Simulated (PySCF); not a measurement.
**C₃H₅BS, SMILES `C#CBSC`: what the electrons do**

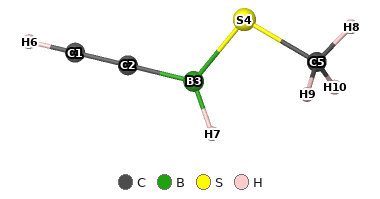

The molecule, with its atoms numbered as below. No frequency check shows the geometry to be a minimum.

Cartesian coordinates (Å):

```
C1      -3.0220    0.0847   -0.0005
C2      -1.8618   -0.2423    0.0003
B3      -0.4176   -0.6558    0.0006
S4       0.8281    0.5985   -0.0002
C5       2.3748   -0.3788    0.0014
H6      -4.0344    0.3692    0.0002
H7      -0.1006   -1.7831    0.0017
H8       3.1986    0.3272   -0.0077
H9       2.4177   -0.9889    0.8913
H10      2.4113   -1.0035   -0.8917
```

### 1. Bonding charge

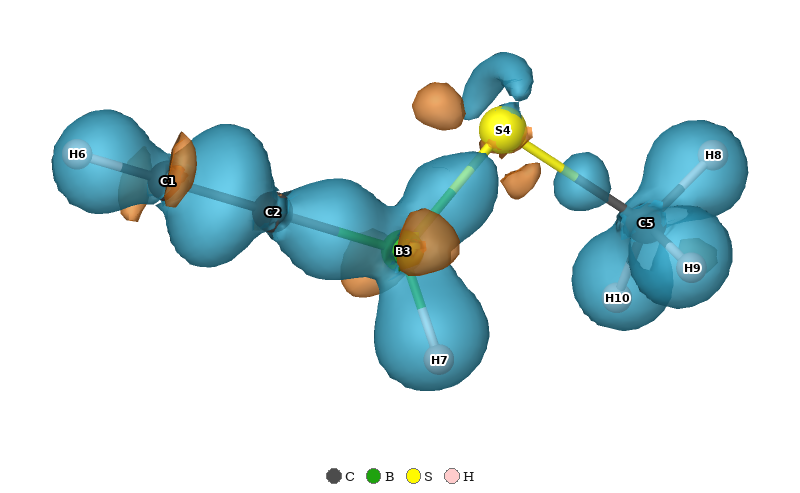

Deformation density (molecule less spherical, spin-averaged free atoms at the same positions), surfaces at ±0.12 e/Å³; light blue: gain, orange: loss.

Computed with PySCF, B3LYP/def2-SVP, geometry: GFN2-xTB.

Describe the bonding that the map shows.

Answer. C1–C2: +0.82 e/Å³ at the bond critical point (bond length 1.21 Å, Mayer order 2.3). C1–H6: +0.76 e/Å³ at the bond critical point (bond length 1.05 Å, Mayer order 1.1). C5–H9: +0.72 e/Å³ at the bond critical point (bond length 1.08 Å, Mayer order 1.0). C5–H8: +0.71 e/Å³ at the bond critical point (bond length 1.08 Å, Mayer order 1.0). C5–H10: +0.70 e/Å³ at the bond critical point (bond length 1.09 Å, Mayer order 1.0). B3–H7: +0.45 e/Å³ at the bond critical point (bond length 1.17 Å, Mayer order 0.9). C2–B3: +0.41 e/Å³ at the bond critical point (bond length 1.50 Å, Mayer order 1.2). B3–S4: +0.30 e/Å³ at the bond critical point (bond length 1.77 Å, Mayer order 1.4). S4–C5: +0.24 e/Å³ at the bond critical point (bond length 1.83 Å, Mayer order 1.0). In all, 2.4 electrons gather in the regions of gain relative to the promolecule.

Where do the Hirshfeld charges lie?

Answer. The highest Hirshfeld charge is on H6 (+0.09 e), the lowest on C2 (−0.12 e).

### 2. Bond critical points

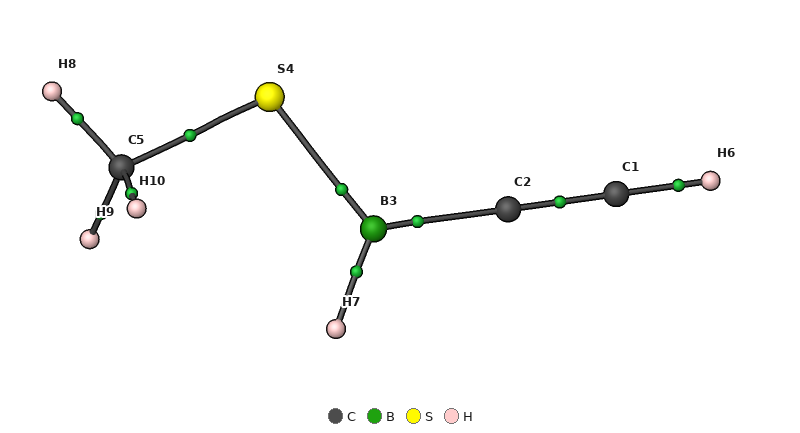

Molecular graph of the electron density (QTAIM): bond paths, bond critical points (green), ring points (magenta, if any); weak paths are dashed.

How many critical points of each kind are there, and does the count close?

Answer. 10 nuclei, 9 bond, 0 ring and 0 cage critical points: 10 − 9 + 0 − 0 = 1, as the Poincaré–Hopf relation requires.

Give the properties at the bond critical points.

Answer.
```json
{"bond": "C1–C2", "length (Å)": "1.205", "ρ (a.u.)": "0.404", "∇²ρ (a.u.)": "−1.13", "ε": "0.05", "H (a.u.)": "−0.562"}
{"bond": "C1–H6", "length (Å)": "1.052", "ρ (a.u.)": "0.294", "∇²ρ (a.u.)": "−1.24", "ε": "0.01", "H (a.u.)": "−0.344"}
{"bond": "C5–H9", "length (Å)": "1.080", "ρ (a.u.)": "0.284", "∇²ρ (a.u.)": "−1.10", "ε": "0.01", "H (a.u.)": "−0.315"}
{"bond": "C5–H8", "length (Å)": "1.085", "ρ (a.u.)": "0.281", "∇²ρ (a.u.)": "−1.07", "ε": "0.01", "H (a.u.)": "−0.308"}
{"bond": "C5–H10", "length (Å)": "1.090", "ρ (a.u.)": "0.278", "∇²ρ (a.u.)": "−1.05", "ε": "0.01", "H (a.u.)": "−0.301"}
{"bond": "C2–B3", "length (Å)": "1.502", "ρ (a.u.)": "0.189", "∇²ρ (a.u.)": "+0.05", "ε": "0.19", "H (a.u.)": "−0.196"}
{"bond": "B3–H7", "length (Å)": "1.171", "ρ (a.u.)": "0.180", "∇²ρ (a.u.)": "−0.13", "ε": "0.20", "H (a.u.)": "−0.189"}
{"bond": "S4–C5", "length (Å)": "1.830", "ρ (a.u.)": "0.176", "∇²ρ (a.u.)": "−0.31", "ε": "0.04", "H (a.u.)": "−0.121"}
{"bond": "B3–S4", "length (Å)": "1.768", "ρ (a.u.)": "0.160", "∇²ρ (a.u.)": "−0.12", "ε": "0.11", "H (a.u.)": "−0.165"}
```

What kind of interaction is C5–H9?

Answer. Shared-shell (covalent): ρ = 0.284, ∇²ρ = −1.10, H = −0.315 a.u.

### 3. Local ionisation energy

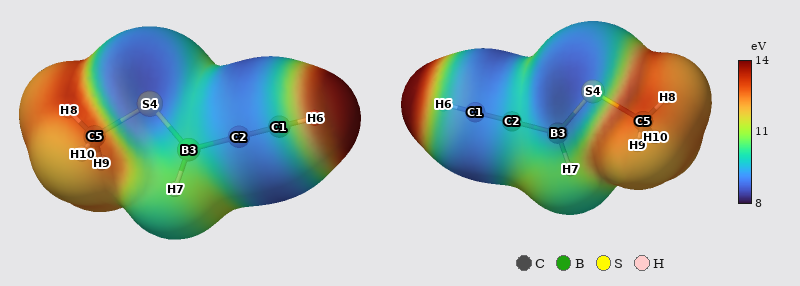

Average local ionisation energy on the surface of electron density 0.001 a.u. (back view left, front view right).

Locate the minima of the map.

Answer. The lowest value is 8.4 eV, 2.2 Å from S4, and at like points elsewhere. Further minima include 8.7 eV, off the C1–C2 bond (2.1 to 2.2 Å from its atoms); 10.0 eV, 1.4 Å from H7; 11.8 eV, 1.3 Å from H10. For comparison, the highest occupied orbital lies at −7.1 eV.

### 4. In an electric field

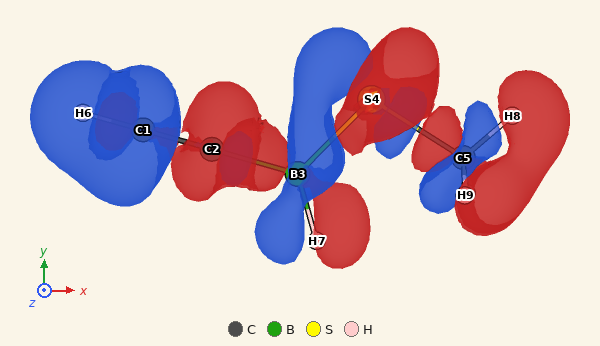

Change of the electron density in a uniform field of 0.26 V/Å, surfaces at ±0.002 e/Å³ (blue: gain, red: loss).

Computed with PySCF, M06-2X/def2-SVPD, geometry: GFN2-xTB.

The field was applied in both directions; the picture shows the one opposite to the script's first.

Along which Cartesian direction does the field point?

Answer. Along +x: electrons gather on the −x side, against the field.

What dipole is induced, and what polarisability does it imply?

Answer. The induced dipole is 1.38 D (along the field); α along this axis, from the fields in both directions, is 109 bohr³ (16.1 Å³).
